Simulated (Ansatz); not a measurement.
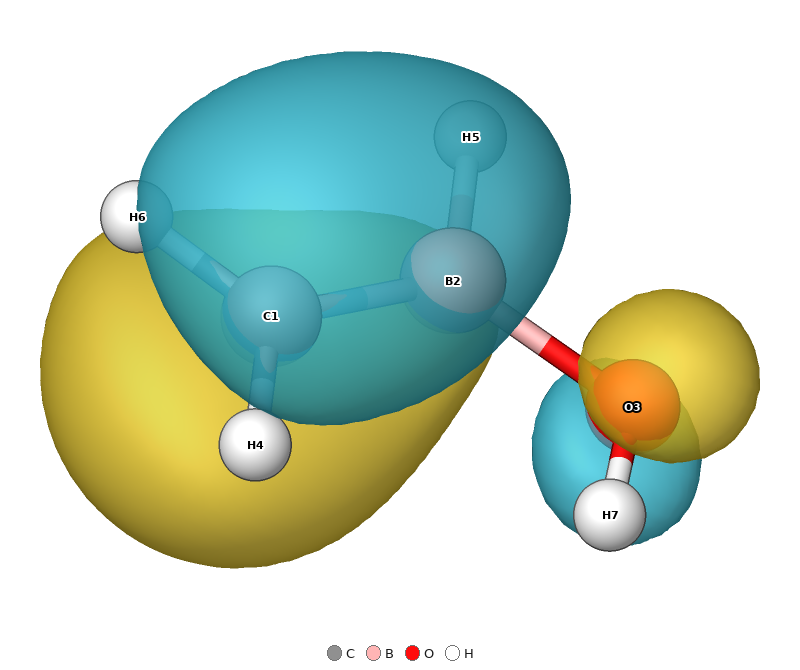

*CH4BO (SMILES C=[BH-]O) (charge −1). The HOMO at ±0.1 Å⁻³ᐟ² (yellow and cyan are the two phases), seen at an oblique angle.*

Geometry: PBE0-D3(BJ)/def2-SVPD; the highest occupied orbital lies above zero, a sign that basis and functional describe the outermost electron poorly.

Computed with Ansatz 0.2.0, isolated molecule in a Gaussian basis; Kohn-Sham density functional theory, functional PBE0.

Input

```
crystal:
  periodic: [false, false, false]
  atoms:
    - {symbol: C, position_ang: [0.032065, 1.004405, -0.771711]}
    - {symbol: B, position_ang: [-0.097302, -0.267579, -0.058940]}
    - {symbol: O, position_ang: [-1.149170, -1.227934, -0.266598]}
    - {symbol: H, position_ang: [-0.674748, 1.350882, -1.546043]}
    - {symbol: H, position_ang: [0.694603, -0.652153, 0.805937]}
    - {symbol: H, position_ang: [0.849830, 1.712677, -0.585584]}
    - {symbol: H, position_ang: [-1.727216, -0.872629, -0.945911]}
basis:
  gaussian:
    orbitals: def2-TZVPD
total_charge: -1
hamiltonian:
  xc: {name: PBE0}
output: {forces: true, orbitals: {seedname: orbitals}}
```

Run with:

```sh
ansatz run input.yaml --threads 1 --pin off --max-ram 2610MiB --events-out events.jsonl --progress --plain --runs-dir runs
```

> What is the character of this orbital?

Its weight (Hirshfeld) is mainly on C1 (about 55 %), B2 (about 25 %) and O3 (about 10 %); it changes sign across the molecular plane (π type); π-bonding across C1–B2; π-antibonding (a node) across B2–O3. Its energy is 0.53 eV.
